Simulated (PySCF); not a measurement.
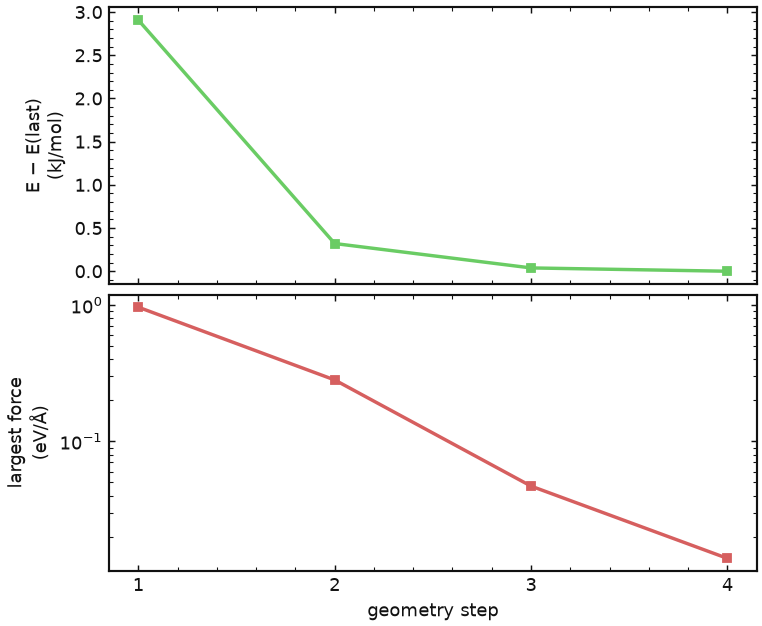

History of a geometry optimisation.

- system: CH3CH2CH2CHF2 (SMILES CCCC(F)F)
- method: PySCF, PBE0-D3(BJ)/def2-SVP, geometry optimisation

Question: How did the optimisation end?

Answer: The optimisation met its thresholds at geometry 4, counting the start as the first. The energy fell by about 2.9 kJ/mol from the first step to the last. The largest force goes from about 0.96 eV/Å at the start to 0.014 eV/Å at the end.
